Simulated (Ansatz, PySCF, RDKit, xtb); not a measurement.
**CHPSn: a search for the lowest isomer, part 1 of 2**

Given the formula CHPSn and nothing else, which arrangement of the atoms is the most stable in the gas at 298.15 K, and what are its properties?

Plan: many cheap relaxations first (GFN2-xTB), then density-functional screening, relaxation at r2SCAN-D4/def2-SVP, vibrations and a final energy. The numbers are computed, not measured.

6 further runs of the same task are left out: 6 set aside as unsound or not needed.

### 1 Possible bonding patterns

All bonding patterns within simple valence rules are listed by program: one Lewis structure each, at most two rings and one unusual centre or charged pair. O–O, O–halogen and N–halogen bonds and N–N–N chains are not drawn. That gives 9 candidates.

```
label           SMILES     spin
 c049  [CH]1=[Sn]=[P]1  singlet
 c145       C#[P]=[Sn]  triplet
 c194       P=[C]=[Sn]  triplet
 c435  [C+]#[Sn-]=[PH]  singlet
 c460       C#[P]=[Sn]  singlet
 c469       P#[C][SnH]  triplet
 c495       P#[C][SnH]  singlet
 c831  [CH+]=[Sn-]#[P]  singlet
 c890       P=[C]=[Sn]  singlet
```

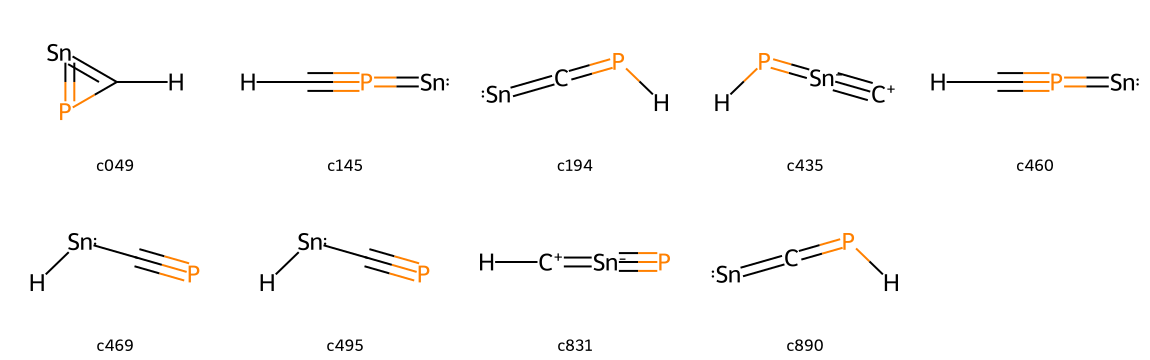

Structural formulas of the candidates.

Candidates are built by distance geometry, with a force field where one applies, in up to four conformers (letters a to d). 16 starts with atoms placed at random are added, to find patterns that the rules miss.

### 2 Cheap relaxation of all starts

All 25 starts are relaxed the same way. One of them, c469a (enumerated, embedded by distance geometry and UFF), in full:

File start.xyz:

```xyz
4
c469a
C      0.407459     0.469697     2.233986
P      0.882885     1.796471     2.903325
Sn    -0.333270    -1.247074     1.325016
H      0.914233    -2.497989     1.360278
```

Launch:

```sh
$ xtb start.xyz --gfn 2 --opt --uhf 2
```

Log (excerpt; [...] marks lines left out):

```text
* xtb version 6.7.1
[...]
          :  # basis functions                  25          :
[...]
          :  # electrons                        14          :
[...]
          :  Hamiltonian                  GFN2-xTB          :
[...]
          :  net charge                          0          :
          :  unpaired electrons                  2          :
[...]
   *** convergence criteria satisfied after 16 iterations ***
[...]
   *** GEOMETRY OPTIMIZATION CONVERGED AFTER 7 ITERATIONS ***
[...]
   *** convergence criteria satisfied after 3 iterations ***
[...]
         ::                     SUMMARY                     ::
         :::::::::::::::::::::::::::::::::::::::::::::::::::::
         :: total energy              -7.110872333729 Eh    ::
         :: gradient norm              0.000278570016 Eh/a0 ::
         :: HOMO-LUMO gap              0.686023487877 eV    ::
         ::.................................................::
         :: SCC energy                -7.165249154868 Eh    ::
         :: -> isotropic ES           -0.000668333256 Eh    ::
         :: -> anisotropic ES          0.001419878934 Eh    ::
         :: -> anisotropic XC          0.002708184948 Eh    ::
         :: -> dispersion             -0.002903502663 Eh    ::
         :: repulsion energy           0.054376821139 Eh    ::
         :: add. restraining           0.000000000000 Eh    ::
         :: total charge              -0.000000000000 e     ::
         :::::::::::::::::::::::::::::::::::::::::::::::::::::
[...]
         8        1.0000           -0.2961208              -8.0579 (HOMO)
         9        0.0000           -0.2709099              -7.3718 (LUMO)
[...]
     #   Z          covCN         q      C6AA      α(0)
     1   6 C        1.819    -0.107    34.144     9.441
     2  15 P        0.965     0.022   185.923    25.342
     3  50 Sn       1.801     0.109   466.676    46.415
     4   1 H        0.874    -0.025     3.538     2.945
[...]
     #   Z sym  total        # sym  WBO       # sym  WBO       # sym  WBO
 ---------------------------------------------------------------------------
     1   6 C    3.686 --     2 P    2.179     3 Sn   1.347     4 H    0.160
     2  15 P    2.644 --     1 C    2.179     3 Sn   0.380
     3  50 Sn   2.440 --     1 C    1.347     4 H    0.713     2 P    0.380
     4   1 H    0.957 --     3 Sn   0.713     1 C    0.160
 ---------------------------------------------------------------------------
[...]
molecular dipole:
                 x           y           z       tot (Debye)
 q only:       -0.180      -0.151      -0.127
   full:       -0.865      -0.370      -0.480       2.686
molecular quadrupole (traceless):
[...]
          | TOTAL ENERGY               -7.110872333729 Eh   |
          | GRADIENT NORM               0.000278570016 Eh/α |
          | HOMO-LUMO GAP               0.686023487877 eV   |
           -------------------------------------------------
[...]
```

It took 0.31 s on 1 thread of Intel Xeon at 2.50GHz (Skylake/Cascade Lake), shared host.

### 3 Distinct minima at GFN2-xTB

24 of the 25 relaxations converged; 15 ended on a minimum already found. 9 distinct structures remain:

```
label             start     SMILES after     spin  energy (kcal/mol)
c049a  drawn and random  [CH]1[P][Sn]1 ‡  singlet                0.0
c495a  drawn and random       P#[C][SnH]  singlet               12.1
 c169            random  [C]1[P][SnH]1 ‡  singlet               22.2
 c515  random and drawn       P=[C]=[Sn]  singlet               33.5
c145a             drawn       C#[P]=[Sn]  triplet               52.6
c194a             drawn       P=[C]=[Sn]  triplet               57.1
c469a             drawn       P#[C][SnH]  triplet               69.4
c831a             drawn    [CH][Sn][P] ‡  singlet               80.5
c435a  drawn and random    [C][Sn][PH] ‡  singlet              105.1
```

‡ marks the bonded skeleton alone, with all bonds drawn single: no Lewis structure was assigned that passes a check against the bond lengths.

GFN2-xTB has no spin polarisation, so it can't rank spin states and is rough for open shells.

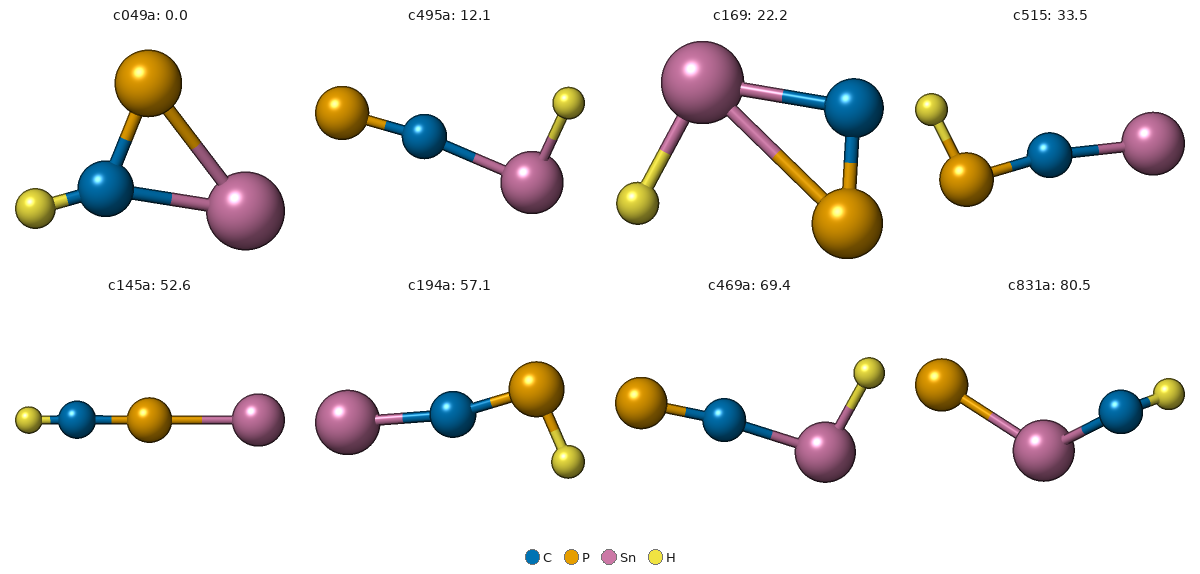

The 8 lowest minima that did not fall apart, with their GFN2-xTB energies in kcal/mol.

### 4 Second filter: single points

A choice of the minima (the low ones first, few conformers of a pattern, up to a cap) and the lowest that fell apart get a single point at r2SCAN-D4/def2-SVP on the tight-binding geometry, and one at HF/STO-3G for comparison. The lowest singlets are also tried as triplets at the same geometry (label ending in t). The first, c049a:

File input.yaml:

```yaml
crystal:
  periodic: [false, false, false]
  atoms:
    - {symbol: C, position_ang: [0.295113, -0.354967, 2.423865]}
    - {symbol: P, position_ang: [-0.201471, -0.700003, 0.837009]}
    - {symbol: Sn, position_ang: [2.102813, 0.026969, 1.365117]}
    - {symbol: H, position_ang: [-0.324964, -0.419776, 3.304853]}
basis:
  gaussian:
    orbitals: def2-SVP
hamiltonian:
  xc: {name: r2SCAN}
  dispersion: d4
scf:
  lower_state_search: off
```

Launch:

```sh
$ ansatz run input.yaml --threads 1 --pin off --max-ram 2610MiB --events-out events.jsonl --progress --plain --runs-dir runs
```

Log (excerpt; [...] marks lines left out):

```text
Warning: RAYON_NUM_THREADS=1 ignored (pool sized by the plan → 1); use --threads N
Functional definition: r2SCAN
  name "r2SCAN"
[...]
714 factors; their error is unknown
[...]
mean field -16169.26771550 eV, -594.2096286214 hartree, gradient 2.1e-6 eV, S^2 0.000000; 0 other end points of the search recorded, 0 dependent functions left out
reference -16169.26772365 eV, -594.2096289207 hartree; 22, 22 occupied and 41, 41 virtual orbitals, 714 factors
Total energy: -16169.29180822 eV, -594.2105140125 hartree
Checks for a lower state left out: stability, starts, cluster_reference, orbital_swaps, neighbouring_geometries, increment
```

Wall time 2.7 s (1 thread of Intel Xeon at 2.50GHz (Skylake/Cascade Lake), shared host).

Relative energies in kcal/mol, each column from its lowest structure that stays in one piece:

```
 label           SMILES     spin  GFN2-xTB  HF/STO-3G  r2SCAN-D4/def2-SVP
 c049a  [CH]1[P][Sn]1 ‡  singlet       0.0        0.0                 0.0
 c495a       P#[C][SnH]  singlet      12.1       24.9                24.9
  c515       P=[C]=[Sn]  singlet      33.5       55.4                34.9
c049at  [CH]1[P][Sn]1 ‡  triplet         –          –                40.5
 c515t       P=[C]=[Sn]  triplet         –          –                43.7
  c169  [C]1[P][SnH]1 ‡  singlet      22.2       64.6                44.2
c495at       P#[C][SnH]  triplet         –          –                59.0
```

‡ marks the bonded skeleton alone, with all bonds drawn single: no Lewis structure was assigned that passes a check against the bond lengths.

### 5 Refinement at r2SCAN-D4/def2-SVP

3 candidates are relaxed at r2SCAN-D4/def2-SVP (chosen among the lowest in one piece). The first, c049a:

Changes to input.yaml since step 4:

```diff
@@ -8,8 +8,6 @@
 basis:
-  gaussian:
-    orbitals: def2-SVP
-hamiltonian:
-  xc: {name: r2SCAN}
-  dispersion: d4
-scf:
-  lower_state_search: off
+  gaussian: {orbitals: def2-SVP}
+magnetization: {spin_polarized: false, initial_magnetization: 0}
+hamiltonian: {xc: {name: r2SCAN}, dispersion: d4}
+scf: {lower_state_search: off}
+relax: {f_tol: 0.003}
```

Launch:

```sh
$ ansatz run input.yaml --threads 1 --pin off --max-ram 2610MiB --events-out events.jsonl --progress --plain --runs-dir runs
```

Log (excerpt; [...] marks lines left out):

```text
Warning: RAYON_NUM_THREADS=1 ignored (pool sized by the plan → 1); use --threads N
[...]
[... 2 set-up lines as earlier in the session ...]
[...]
714 factors; their error is unknown
[...]
mean field -16169.26771546 eV, -594.2096286200 hartree, gradient 9.1e-6 eV, S^2 0.000000; 0 other end points of the search recorded, 0 dependent functions left out
[...]
reference -16169.26772361 eV, -594.2096289192 hartree; 22, 22 occupied and 41, 41 virtual orbitals, 714 factors
relax step   1: F+E_penalty+E_count = -16169.29180004 eV  Δ(F+E_penalty+E_count) = +0.000e0 eV  max|allowed force component| = 8.406e-1 eV/Å  Δτ_max = 0.0000 Å  (15 SCF iters, accepted)
[...]
relax step   6: F+E_penalty+E_count = -16169.35217671 eV  Δ(F+E_penalty+E_count) = +6.486e-4 eV  max|allowed force component| = 8.056e-2 eV/Å  Δτ_max = 0.0148 Å  (22 SCF iters, rejected (line search))
[...]
relax step   7: F+E_penalty+E_count = -16169.35296875 eV  Δ(F+E_penalty+E_count) = -1.435e-4 eV  max|allowed force component| = 5.374e-4 eV/Å  Δτ_max = 0.0030 Å  (22 SCF iters, accepted)
Total energy: -16169.35297697 eV, -594.2127619225 hartree
Atom 0 at     0.256138    -0.371527     2.381830 Å, force    -0.000537     0.000044     0.000264 eV/Å
Atom 1 at    -0.236006    -0.714478     0.801326 Å, force     0.000201     0.000034     0.000086 eV/Å
Atom 2 at     2.127184     0.039136     1.405353 Å, force    -0.000196    -0.000079     0.000101 eV/Å
Atom 3 at    -0.275826    -0.400908     3.342334 Å, force     0.000533     0.000001    -0.000451 eV/Å
Dipole moment:     0.218326     0.078903     0.128279 e Å
Checks for a lower state left out: stability, starts, cluster_reference, orbital_swaps, neighbouring_geometries, increment
```

Wall time 26 s (1 thread of Intel Xeon at 2.50GHz (Skylake/Cascade Lake), shared host).

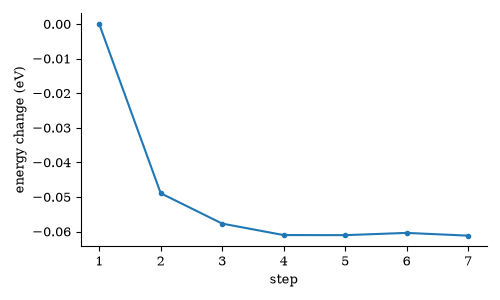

Energy along the run, all evaluated steps.

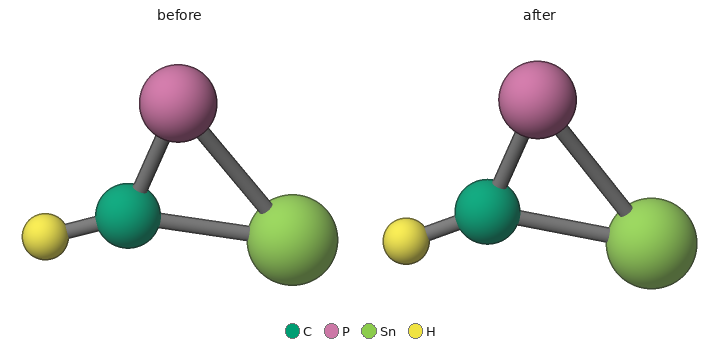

Before and after, at one scale.

After the run. Bond lengths: C1–P2 1.691 Å, C1–Sn3 2.150 Å, P2–Sn3 2.553 Å, C1–H4 1.098 Å. Angles: C1–P2–Sn3 56.6°, P2–C1–Sn3 82.4°, C1–Sn3–P2 41.0°, P2–C1–H4 132.2°, Sn3–C1–H4 145.5°.

### 6 Ranking at r2SCAN-D4/def2-SVP

```
label     spin  r2SCAN-D4/def2-SVP (kcal/mol)  r2SCAN-D4/def2-SVP, relaxed (kcal/mol)  time
c049a  singlet                            0.0                                     0.0  26 s
c495a  singlet                           24.9                                    26.0  25 s
 c515  singlet                           34.9                                    36.0  22 s
```

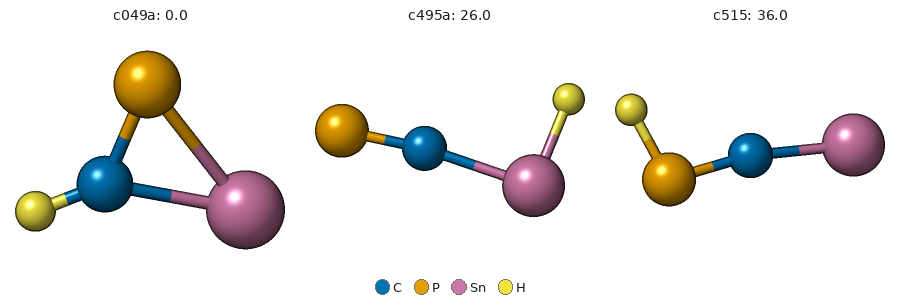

The relaxed structures, with energies at r2SCAN-D4/def2-SVP in kcal/mol.

### 7 Are they minima? Harmonic frequencies

The lowest few in one piece go on as finalists. Harmonic vibrations at r2SCAN-D4/def2-SVP test each finalist and give the zero-point energy and the thermal terms. The first, c049a:

File input.yaml:

```yaml
crystal:
  periodic: [false, false, false]
  atoms:
    - symbol: C
      position_ang: [0.256138, -0.371527, 2.381830]
    - symbol: P
      position_ang: [-0.236006, -0.714478, 0.801326]
    - symbol: Sn
      position_ang: [2.127184, 0.039136, 1.405353]
    - symbol: H
      position_ang: [-0.275826, -0.400908, 3.342334]
basis:
  gaussian: {orbitals: def2-SVP}
hamiltonian: {xc: {name: r2SCAN}, dispersion: d4}
phonons: {}
scf: {lower_state_search: off}
```

Launch:

```sh
$ ansatz run input.yaml --threads 1 --pin off --max-ram 2610MiB --events-out events.jsonl --progress --plain --runs-dir runs
```

Log (excerpt; [...] marks lines left out):

```text
Warning: RAYON_NUM_THREADS=1 ignored (pool sized by the plan → 1); use --threads N
[... 2 set-up lines as earlier in the session ...]
[...]
714 factors; their error is unknown
[...]
mean field -16169.32888406 eV, -594.2118765243 hartree, gradient 5.4e-6 eV, S^2 0.000000; 0 other end points of the search recorded, 0 dependent functions left out
[...]
reference -16169.32889227 eV, -594.2118768263 hartree; 22, 22 occupied and 41, 41 virtual orbitals, 714 factors
[...]
714 factors; their error is unknown
mean field -16169.32881370 eV, -594.2118739389 hartree, gradient 1.9e-6 eV, S^2 0.000000; 0 other end points of the search recorded, 0 dependent functions left out
[...]
reference -16169.32882192 eV, -594.2118742410 hartree; 22, 22 occupied and 41, 41 virtual orbitals, 714 factors
[...]
714 factors; their error is unknown
[...]
714 factors; their error is unknown
mean field -16169.32880139 eV, -594.2118734864 hartree, gradient 1.8e-6 eV, S^2 0.000000; 0 other end points of the search recorded, 0 dependent functions left out
[...]
reference -16169.32880961 eV, -594.2118737883 hartree; 22, 22 occupied and 41, 41 virtual orbitals, 714 factors
Total energy: -16169.35297574 eV, -594.2127618772 hartree
Atom 0 at     0.256138    -0.371527     2.381830 Å, force    -0.000587     0.000039     0.000349 eV/Å
Atom 1 at    -0.236006    -0.714478     0.801326 Å, force     0.000277     0.000053     0.000065 eV/Å
Atom 2 at     2.127184     0.039136     1.405353 Å, force    -0.000227    -0.000094     0.000046 eV/Å
Atom 3 at    -0.275826    -0.400908     3.342334 Å, force     0.000536     0.000002    -0.000460 eV/Å
Dipole moment:     0.218326     0.078902     0.128279 e Å
Vibrations: 310.30 532.51 728.86 888.36 974.46 3157.15 cm⁻¹, zero-point energy 0.408629 eV
Checks for a lower state left out: stability, starts, cluster_reference, orbital_swaps, neighbouring_geometries, increment
```

Wall time 72 s (1 thread of Intel Xeon at 2.50GHz (Skylake/Cascade Lake), shared host).

### 8 Thermal terms of the finalists

At 298.15 K and 1 atm, ideal gas, rigid rotor and harmonic oscillator:

```
label           SMILES     spin  point group  lowest mode (cm⁻¹)  zero-point (kcal/mol)  G − E (kcal/mol)
c049a  [CH]1[P][Sn]1 ‡  singlet           Cs                 310                    9.4              -8.2
c495a       P#[C][SnH]  singlet           Cs                 130                    6.2             -12.0
 c515       P=[C]=[Sn]  singlet           Cs                 125                    7.1             -10.9
```

‡ marks the bonded skeleton alone, with all bonds drawn single: no Lewis structure was assigned that passes a check against the bond lengths.

### 9 Last filter: a higher level

Each finalist gets a single point at CCSD(T)/def2-TZVPP.

c049a, CCSD(T)/def2-TZVPP:

File input.yaml:

```yaml
crystal:
  periodic: [false, false, false]
  atoms:
    - {symbol: C, position_ang: [0.256138, -0.371527, 2.381830]}
    - {symbol: P, position_ang: [-0.236006, -0.714478, 0.801326]}
    - {symbol: Sn, position_ang: [2.127184, 0.039136, 1.405353]}
    - {symbol: H, position_ang: [-0.275826, -0.400908, 3.342334]}
basis:
  gaussian: {orbitals: def2-TZVPP}
correlation: {method: ccsd_t, frozen_orbitals: {P: 5, C: 1, Sn: 4, H: 0}}
```

Launch:

```sh
$ ansatz run input.yaml --threads 1 --pin off --max-ram 2610MiB --events-out events.jsonl --progress --plain --runs-dir runs
```

Log (excerpt; [...] marks lines left out):

```text
Warning: RAYON_NUM_THREADS=1 ignored (pool sized by the plan → 1); use --threads N
Functional definition: HF
  name "HF"
[...]
1001 factors; integrals over basis functions are off by at most 9.9e-4 eV
[...]
mean field -16123.31830046 eV, -592.5210187643 hartree, gradient 2.4e-6 eV, S^2 0.000000; 1 other end points of the search recorded, 0 dependent functions left out; unrestricted orbitals would lower it
10 core orbitals not correlated: weight in the atoms' cores, before any rotation towards them, 1.000 or more for the frozen orbitals, at most 0.000 for the correlated occupied ones
reference -16123.31830046 eV, -592.5210187643 hartree; 12, 12 occupied and 115, 115 virtual orbitals, 1001 factors
second order -16.58938958 eV of doubles, -0.00000000 eV of singles
cycle   1  -15.95910392 eV  change    6.3e-1 eV  update   1.2e-1
[...]
cycle  11  -16.59346916 eV  change   -1.2e-5 eV  update   1.1e-5
perturbative correction -0.88541438 eV, -0.0325383783 hartree
Total energy: -16140.79718400 eV, -593.1633558868 hartree
```

It took 55 s on 1 thread of Intel Xeon at 2.50GHz (Skylake/Cascade Lake), shared host; peak memory 0.81 GiB.

### 10 c495a at CCSD(T)/def2-TZVPP

File input.yaml:

```yaml
crystal:
  periodic: [false, false, false]
  atoms:
    - {symbol: C, position_ang: [0.419675, 0.382821, 2.229622]}
    - {symbol: P, position_ang: [0.929234, 1.712224, 2.890715]}
    - {symbol: Sn, position_ang: [-0.509033, -1.312769, 1.290755]}
    - {symbol: H, position_ang: [0.977596, -2.278844, 1.472575]}
basis:
  gaussian: {orbitals: def2-TZVPP}
correlation: {method: ccsd_t, frozen_orbitals: {P: 5, C: 1, Sn: 4, H: 0}}
```

Launch:

```sh
$ ansatz run input.yaml --threads 1 --pin off --max-ram 2610MiB --events-out events.jsonl --progress --plain --runs-dir runs
```

Log (excerpt; [...] marks lines left out):

```text
Warning: RAYON_NUM_THREADS=1 ignored (pool sized by the plan → 1); use --threads N
[... 2 set-up lines as earlier in the session ...]
[...]
1000 factors; integrals over basis functions are off by at most 6.9e-4 eV
[...]
mean field -16122.48394297 eV, -592.4903566919 hartree, gradient 2.5e-6 eV, S^2 0.000000; 1 other end points of the search recorded, 0 dependent functions left out; unrestricted orbitals would lower it
[...]
10 core orbitals not correlated: weight in the atoms' cores, before any rotation towards them, 1.000 or more for the frozen orbitals, at most 0.000 for the correlated occupied ones
reference -16122.48394297 eV, -592.4903566919 hartree; 12, 12 occupied and 115, 115 virtual orbitals, 1000 factors
second order -16.36778366 eV of doubles, -0.00000000 eV of singles
cycle   1  -15.77389834 eV  change    5.9e-1 eV  update   1.3e-1
[...]
cycle  11  -16.49339618 eV  change   -1.0e-5 eV  update   1.0e-5
perturbative correction -0.85024813 eV, -0.0312460425 hartree
Total energy: -16139.82758727 eV, -593.1277238643 hartree
```

It took 58 s on 1 thread of Intel Xeon at 2.50GHz (Skylake/Cascade Lake), shared host; peak memory 0.81 GiB.

For c049a, c495a, c515 the log finds that unrestricted Hartree-Fock orbitals lie lower, a sign to watch the closed-shell reference there.

### 11 Free energies and the winner

Energies in kcal/mol from c049a; G adds the thermal terms to the CCSD(T)/def2-TZVPP energy. The columns left of the relaxed level are at the tight-binding geometries.

```
label           SMILES     spin  GFN2-xTB  HF/STO-3G  r2SCAN-D4/def2-SVP  r2SCAN-D4/def2-SVP, relaxed  HF/def2-TZVPP  MP2/def2-TZVPP  CCSD(T)/def2-TZVPP     G  share at equilibrium     T1
c049a  [CH]1[P][Sn]1 ‡  singlet       0.0        0.0                 0.0                          0.0            0.0             0.0                 0.0   0.0               100.0 %  0.018
c495a       P#[C][SnH]  singlet      12.1       24.9                24.9                         26.0           19.2            24.4                22.4  18.6               < 0.1 %  0.017
 c515       P=[C]=[Sn]  singlet      33.5       55.4                34.9                         36.0           37.9            37.6                35.0  32.3               < 0.1 %  0.018
```

‡ marks the bonded skeleton alone, with all bonds drawn single: no Lewis structure was assigned that passes a check against the bond lengths.

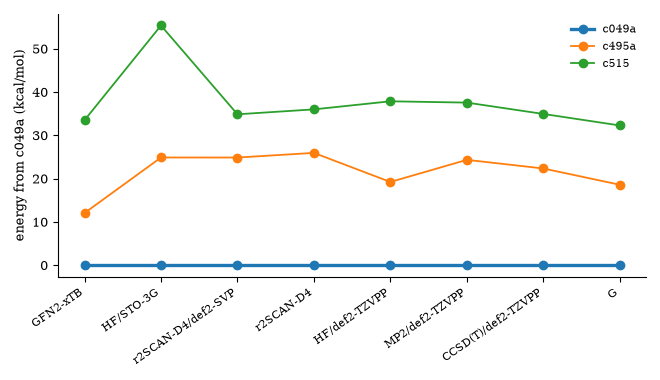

The finalists at each level, measured from c049a.

Lowest found: c049a, `[CH]1[P][Sn]1` ‡, a singlet of point group Cs. Bond lengths: C1–P2 1.691 Å, C1–Sn3 2.150 Å, P2–Sn3 2.553 Å, C1–H4 1.098 Å. Angles: C1–P2–Sn3 56.6°, P2–C1–Sn3 82.4°, C1–Sn3–P2 41.0°, P2–C1–H4 132.2°, Sn3–C1–H4 145.5°.

```xyz
4

C     0.2561   -0.3715    2.3818
P    -0.2360   -0.7145    0.8013
Sn    2.1272    0.0391    1.4054
H    -0.2758   -0.4009    3.3423
```

‡ marks the bonded skeleton alone, with all bonds drawn single: no Lewis structure was assigned that passes a check against the bond lengths.

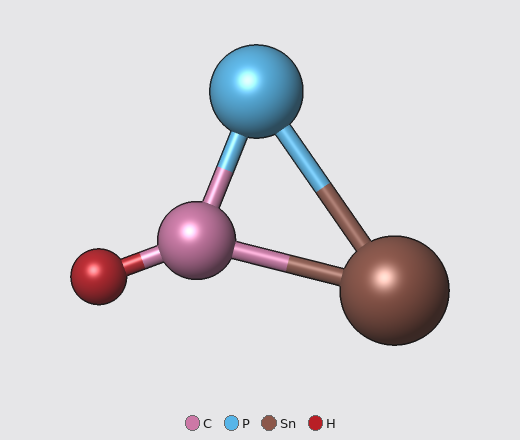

The lowest structure found, seen from a chosen angle (carbon pink, phosphorus blue, tin brown, hydrogen red).

(Continued in part 2 of 2.)
